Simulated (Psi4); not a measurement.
**[PO3]− (metaphosphate (po31-) (8ci,9ci)) at BLYP/def2-SVPD**

Aim: the vertical ionisation energy of [PO3]− (metaphosphate (po31-) (8ci,9ci)) at BLYP/def2-SVPD, from 2 runs. 

The calculation is run with Psi4 1.11.

6 further runs of the same task are left out: 6 that didn't finish.

**1. The structure to begin with**

The species is [PO3]− (4 atoms), meant as a singlet with charge -1. As SMILES, `O=P(=O)[O-]`. The coordinates come from a GFN2-xTB relaxation.

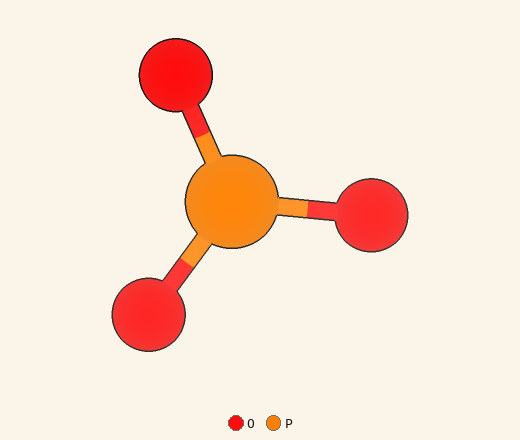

Viewed from a chosen angle; oxygen red, phosphorus orange.

**2. Energy and forces at BLYP/def2-SVPD**

File run_ase.py:

```python
import numpy as np
from ase.calculators.psi4 import Psi4
from ase import Atoms

atoms = Atoms(['O', 'P', 'O', 'O'], positions=[
    [0.579960, -0.419440, -1.297400],
    [0.000330, 0.000460, -0.000130],
    [-1.057020, 1.037780, 0.038020],
    [0.476740, -0.618790, 1.259510],
])
calc = Psi4(atoms=atoms, method='blyp', basis='def2-SVPD', memory='1600MB', num_threads=1, charge=-1, multiplicity=1, label='o3p')
calc.psi4.set_options({'puream': True, 'e_convergence': 1e-09, 'd_convergence': 1e-08, 'scf_type': 'pk', 'dft_radial_points': 99, 'dft_spherical_points': 590})
atoms.calc = calc

forces = atoms.get_forces()
print(f'energy: {atoms.get_potential_energy():.6f} eV')
print('forces / eV A^-1')
print(np.round(forces, 5))
```

The run is started by

```bash
python run_ase.py
```

o3p.dat:

```text
[...]
  Running in c1 symmetry.
[...]
  Nuclear repulsion =  168.141609722148331
[...]
  Multiplicity = 1
[...]
  Nalpha       = 20
  Nbeta        = 20
[...]
    Number of basis functions: 93
[...]
   @RKS iter   1:  -566.21832349105398    4.15457e-01   1.40674e-02 DIIS/ADIIS
[...]
   @RKS iter  12:  -566.88105917352732   -6.82121e-12   3.38224e-09 DIIS
[...]
    Orbital Energies [Eh]
    ---------------------
    Doubly Occupied:
       1A    -76.276318     2A    -18.574585     3A    -18.574563
       4A    -18.574491     5A     -6.208492     6A     -4.440940
       7A     -4.436313     8A     -4.436308     9A     -0.741315
      10A     -0.660501    11A     -0.660330    12A     -0.241268
      13A     -0.176222    14A     -0.166537    15A     -0.166531
      16A     -0.088987    17A     -0.088929    18A     -0.075857
      19A     -0.075748    20A     -0.025624
[...]
  @RKS Final Energy:  -566.88105917352732
   => Energetics <=
    Nuclear Repulsion Energy =            168.1416097221483312
    One-Electron Energy =               -1125.3853174306118490
    Two-Electron Energy =                 439.6595946413808633
    DFT Exchange-Correlation Energy =     -49.2969461064447216
    Empirical Dispersion Energy =           0.0000000000000000
    VV10 Nonlocal Energy =                  0.0000000000000000
    Total Energy =                       -566.8810591735273192
[...]
 Multipole Moments:
 ------------------------------------------------------------------------------------
     Multipole            Electronic (a.u.)      Nuclear  (a.u.)        Total (a.u.)
 ------------------------------------------------------------------------------------
 L = 1.  Multiply by 2.5417464519 to convert [e a0] to [Debye]
 Dipole X            :          0.0007336           -0.0002466            0.0004870
 Dipole Y            :          0.0017243           -0.0003445            0.0013797
 Dipole Z            :         -0.0013103            0.0000979           -0.0012124
 Magnitude           :                                                    0.0019002
[...]
  -Total Gradient:
     Atom            X                  Y                   Z
    ------   -----------------  -----------------  -----------------
       1       -0.022668045262     0.016332142731     0.050612176592
       2       -0.000076454918     0.000340483888    -0.000644203435
       3        0.041118668225    -0.040444163529    -0.001474241817
       4       -0.018387200381     0.023784083564    -0.048504228969
[...]
```

Standard output:

```text
energy: -15425.619331 eV
forces / eV A^-1
[[ 1.16564 -0.83983 -2.60258]
 [ 0.00393 -0.01751  0.03313]
 [-2.11441  2.07972  0.07581]
 [ 0.94551 -1.22303  2.49419]]
```

Wall time 28 s (1 thread of Intel Xeon Platinum 8375C at 2.90GHz (Ice Lake), shared host); peak memory 0.92 GiB.

**3. Doublet neutral PO3**

File run.py:

```python
import psi4

psi4.set_memory('1600 MB')
psi4.set_num_threads(1)
psi4.set_output_file('run.log', False)

m = psi4.geometry("""
0 2
O      0.579960    -0.419440    -1.297400
P      0.000330     0.000460    -0.000130
O     -1.057020     1.037780     0.038020
O      0.476740    -0.618790     1.259510
symmetry c1
""")

options = {'basis': 'def2-SVPD', 'reference': 'uks', 'puream': True, 'e_convergence': 1e-09, 'd_convergence': 1e-08, 'scf_type': 'pk', 'dft_radial_points': 99, 'dft_spherical_points': 590, 'maxiter': 200}
psi4.set_options(options)

e_tot, wfn = psi4.gradient("blyp", return_wfn=True)
psi4.oeprop(wfn, "QUADRUPOLE", "MAYER_INDICES", "DIPOLE")
print('gradient / Eh bohr^-1')
print(e_tot.np.round(6))
print(f'energy = {wfn.energy():.10f} Eh')
for k, v in sorted(psi4.core.scalar_variables().items()):
    print(f'{k:45s} {v:18.10f}')
```

The run is started by

```bash
python run.py
```

run.log, shortened:

```text
[...]
  Running in c1 symmetry.
[...]
  Nuclear repulsion =  168.141609722148331
[...]
  Multiplicity = 2
[...]
  Nalpha       = 20
  Nbeta        = 19
[...]
    Number of basis functions: 93
[...]
   @UKS iter   1:  -566.34864152286400    2.85139e-01   1.06289e-02 DIIS/ADIIS
[...]
   @UKS iter  12:  -566.72471701042366   -1.83036e-11   8.94007e-09 DIIS
[...]
   @S^2 Observed:                7.543662940E-01
[...]
  @UKS Final Energy:  -566.72471701042366
   => Energetics <=
    Nuclear Repulsion Energy =            168.1416097221483312
    One-Electron Energy =               -1114.3328657954325536
    Two-Electron Energy =                 428.4216637583531337
    DFT Exchange-Correlation Energy =     -48.9551246954926427
    Empirical Dispersion Energy =           0.0000000000000000
    VV10 Nonlocal Energy =                  0.0000000000000000
    Total Energy =                       -566.7247170104236602
[...]
  -Total Gradient:
     Atom            X                  Y                   Z
    ------   -----------------  -----------------  -----------------
       1       -0.017742453080     0.012789048146     0.039560405167
       2       -0.000061717386     0.000272847906    -0.000530562254
       3        0.032140862281    -0.031611120476    -0.001179517102
       4       -0.014349702739     0.018561756577    -0.037861057455
[...]
 Multipole Moments:
 ------------------------------------------------------------------------------------
     Multipole            Electronic (a.u.)      Nuclear  (a.u.)        Total (a.u.)
 ------------------------------------------------------------------------------------
 L = 1.  Multiply by 2.5417464519 to convert [e a0] to [Debye]
 Dipole X            :          0.0011028           -0.0002466            0.0008562
 Dipole Y            :          0.0012365           -0.0003445            0.0008920
 Dipole Z            :         -0.0000138            0.0000979            0.0000841
 Magnitude           :                                                    0.0012393
 L = 2.  Multiply by 1.3450342976 to convert [e a0^2] to [Debye ang]
 Quadrupole XX       :        -69.5114654           48.0215685          -21.4898970
 Quadrupole XY       :         48.9201913          -46.7156509            2.2045404
[...]
```

The script printed:

```text
gradient / Eh bohr^-1
[[-1.7742e-02  1.2789e-02  3.9560e-02]
 [-6.2000e-05  2.7300e-04 -5.3100e-04]
 [ 3.2141e-02 -3.1611e-02 -1.1800e-03]
 [-1.4350e-02  1.8562e-02 -3.7861e-02]]
energy = -566.7247170104 Eh
CURRENT ENERGY                                   -566.7247170104
CURRENT REFERENCE ENERGY                         -566.7247170104
DD SOLVATION ENERGY                                 0.0000000000
DFT FUNCTIONAL TOTAL ENERGY                      -566.7247170104
DFT TOTAL ENERGY                                 -566.7247170104
DFT VV10 ENERGY                                     0.0000000000
DFT XC ENERGY                                     -48.9551246955
GRID ELECTRONS ALPHA                               20.0000003357
GRID ELECTRONS BETA                                19.0000003202
GRID ELECTRONS TOTAL                               39.0000006559
NUCLEAR REPULSION ENERGY                          168.1416097221
ONE-ELECTRON ENERGY                             -1114.3328657954
PCM POLARIZATION ENERGY                             0.0000000000
PE ENERGY                                           0.0000000000
SCF ITERATION ENERGY                             -566.7247170104
SCF ITERATIONS                                     12.0000000000
SCF TOTAL ENERGY                                 -566.7247170104
TWO-ELECTRON ENERGY                               428.4216637584
XC GRID RADIAL POINTS                              99.0000000000
XC GRID SPHERICAL POINTS                          590.0000000000
XC GRID TOTAL POINTS                           225361.0000000000
```

Run time: 39 s. Hardware: 1 thread of Intel Xeon Platinum 8375C at 2.90GHz (Ice Lake), shared host; peak memory 0.91 GiB.

**4. Results**

At BLYP/def2-SVPD:

```
                                                             quantity          value
                                         singlet [PO3]−: total energy  -566.88106 Eh
                                          singlet [PO3]−: HOMO energy       -0.70 eV
                                          singlet [PO3]−: LUMO energy        3.30 eV
singlet [PO3]−: HOMO–LUMO gap (to an unbound level, set by the basis)        4.00 eV
                             singlet [PO3]−: largest force on an atom     2.973 eV/Å
                                    doublet neutral PO3: total energy  -566.72472 Eh
                                   doublet neutral PO3: dipole moment         0.00 D
              doublet neutral PO3: HOMO energy (highest over α and β)       -9.09 eV
               doublet neutral PO3: LUMO energy (lowest over α and β)       -7.89 eV
                                            doublet neutral PO3: ⟨S²⟩          0.754
                        doublet neutral PO3: largest force on an atom     2.324 eV/Å
                  vertical detachment energy (to the doublet neutral)       4.254 eV
```

**Reading.** The vertical ionisation energy comes to 4.25 eV (98 kcal/mol). The largest force (singlet [PO3]−) is 2.97 eV/Å: the shape isn't a stationary point for this species at this level. −ε(HOMO) before ionisation, 0.70 eV, is 3.56 eV below this ionisation energy.
